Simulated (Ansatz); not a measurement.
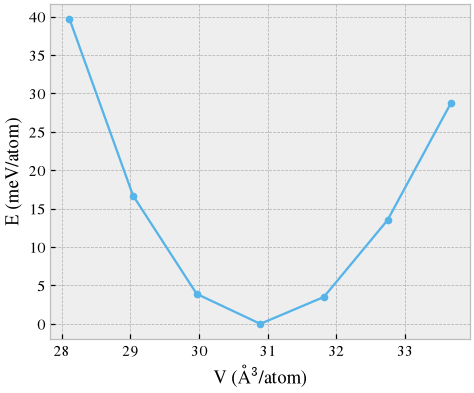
Figure: Ba$_{3}$SiO (anti-perovskite, Pm-3m) under volume change, plane-wave PAW r²SCAN (Ansatz code), scaled uniformly.

Task: What does a third-order Birch–Murnaghan fit give for V₀, B₀ and B′?

Result: V₀ = 30.89 Å³/atom, B₀ = 43.0 GPa, B′ = 4.3.

The workflow started from a Materials Project entry (that database holds measured and hypothetical structures alike); the Crystallography Open Database copy checked does not list it. Whether it is the stable phase at ambient conditions was not checked. The r²SCAN relaxation kept the symmetry of its start; whether a distortion lowers the energy is not shown. Scalar-relativistic: spin–orbit coupling is off unless named, which matters more the heavier the elements.

Potentials: the later of the program's two PAW sets.
